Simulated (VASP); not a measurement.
Band structure of Cs (bcc). Computed with r2SCAN meta-GGA with spin-orbit coupling, VASP's PBE PAW potentials (set 64) (plane waves; VASP).

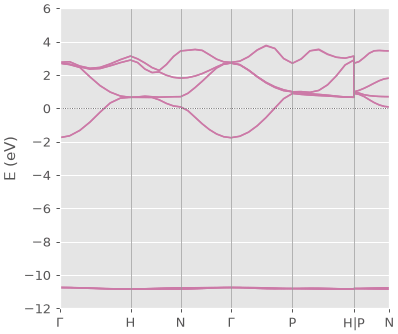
Bands along high-symmetry lines, zero at the valence-band maximum or, without a gap, the Fermi level

Q: Read the plot: is there a gap, and where are the band edges?

A: It has no gap at this level: it comes out as a metal or semimetal.

The compound is Cs in the bcc structure. It was relaxed first, which changed the volume by +8 %.
